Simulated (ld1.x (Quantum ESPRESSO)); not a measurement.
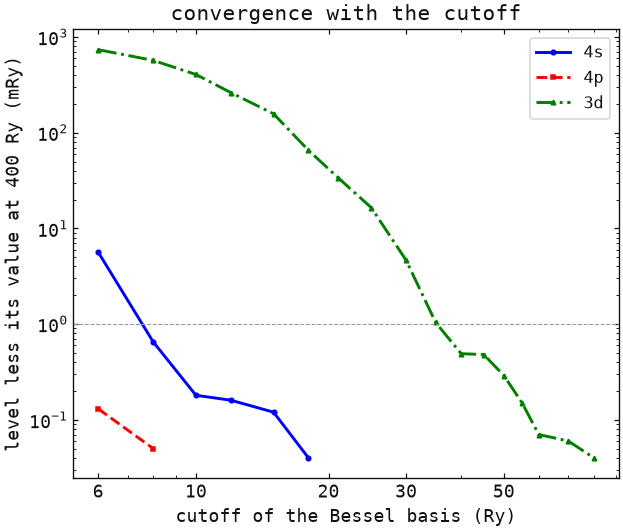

The pseudo-atom Hamiltonian at the reference potential is diagonalised in spherical Bessel functions (20 bohr box) up to the cutoff. Curves: distance of each valence level from its value at 400 Ry.

Input of ld1.x (Quantum ESPRESSO) 7.5:

```
 &input
   title='Fe', zed=26., rel=1, dft='PBE', iswitch=3,
   config='[Ar] 3d6 4s1.5 4p0',
   nld=3, rlderiv=2.65, eminld=-3.0, emaxld=5.0, deld=0.02
 /
 &inputp
   pseudotype=3, tm=.true., lloc=-2, rcloc=2.35,
   nlcc=.true., new_core_ps=.true., rcore=1.30,
   which_augfun='PSQ', rmatch_augfun=1.10,
   file_pseudopw='Fe.UPF', file_wfcaegen='ae.wfc', file_wfcncgen='nc.wfc', file_beta='beta', file_chi='chi', file_wfcusgen='us.wfc'
 /
6
4S  1  0   1.50   0.00  1.55  2.10  0.0
4S  1  0   0.00   0.70  1.55  2.10  0.0
4P  2  1   0.00   0.00  2.05  2.45  0.0
4P  2  1   0.00   0.20  2.05  2.45  0.0
3D  3  2   6.00   0.00  1.45  1.70  0.0
3D  3  2   0.00   0.90  1.45  1.70  0.0
 &test
   configts(1)='3d6 4s1.5 4p0'
 /
```

Command:
```bash
ld1.x < Fe.in > Fe.out
```

Functional and relativity: PBE, scalar-relativistic.

Question: At which cutoff does each level come within 1 mRy for good?

Answer: 4s: 8 Ry; 4p: 6 Ry or less; 3d: 40 Ry.

Question: Which occupied shell is the hardest?

Answer: 3d: its level needs 40 Ry to come within 1 mRy, against 8 Ry for 4s.

Question: What cutoffs are needed for 10 mRy and 1 mRy in the sum of levels?

Answer: 35 Ry and 55 Ry, on the ladder of cutoffs that was run.
